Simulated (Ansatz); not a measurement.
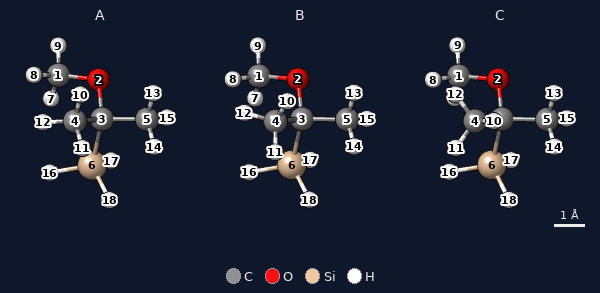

3 geometries from a converged minimum-energy path of C$_{4}$H$_{12}$OSi, shuffled. The picture is a ball-and-stick view, seen from a free direction.

These are results of RKS PBE/STO-3G in Ansatz, not measurements. Run with 5 movable images; climbing image; force threshold 0.03 eV/Å; iteration limit 48; starting path by image-dependent pair potential.

Which of them lies highest in energy?

Answer. C. In order along the path, whose images run from 0 to 6: C (image 3, +11.1 kJ/mol), B (image 5, +2.2 kJ/mol), A (image 6, 0.0 kJ/mol). The motion is a rotation about the C3–C4 bond by about 120°. No bond forms or breaks between the ends.

Limits of the set-up: STO-3G is a minimal basis, so the numbers are rough.
